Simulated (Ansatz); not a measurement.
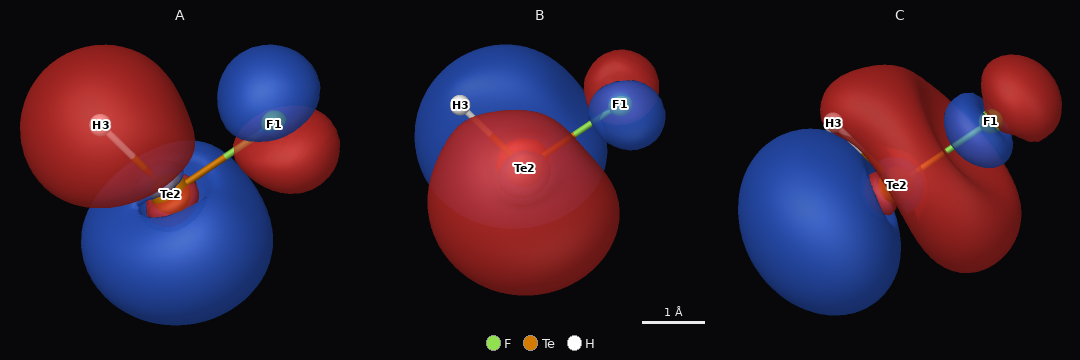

Figure 1: FHTe. Three frontier orbitals at ±0.08 Å⁻³ᐟ² (blue and red are the two phases), in no order.

Geometry: B3LYP-D4/def2-TZVP; core potentials replace the inner electrons of Te.

Theory: Ansatz, isolated molecule in a Gaussian basis; Kohn-Sham density functional theory, functional PBE0.

The calculation's input:

```
basis:
  gaussian:
    orbitals: def2-TZVPD
crystal:
  periodic: [false, false, false]
  atoms:
    - {symbol: F, position_ang: [-3.147819, 0.221735, -1.412585]}
    - {symbol: Te, position_ang: [-4.039793, -0.830176, -2.759622]}
    - {symbol: H, position_ang: [-2.876792, -2.025572, -2.735546]}
hamiltonian:
  xc: pbe0
output: {forces: true, orbitals: {seedname: orbitals}}
```

Command:

```sh
ansatz run input.yaml --threads 1 --pin off --max-ram 2610MiB --events-out events.jsonl --progress --plain --runs-dir runs
```

Which picture is the HOMO−1, the HOMO and the LUMO?

A is the HOMO−1 (−9.88 eV). It lies mainly on Te2 (about 55 %), H3 (about 25 %) and F1 (about 20 %); it is symmetric in the molecular plane (an in-plane orbital: σ, lone-pair or in-plane π type). B is the HOMO (−6.73 eV). By Hirshfeld shares it lies mainly on Te2 (about 90 %) and F1 (about 10 %); it changes sign across the molecular plane (π type). C is the LUMO (−2.66 eV). By Hirshfeld shares it lies mainly on Te2 (about 80 %) and F1 (about 15 %); it is symmetric in the molecular plane (an in-plane orbital: σ, lone-pair or in-plane π type).

What is the HOMO–LUMO gap?

4.07 eV between the orbital energies.
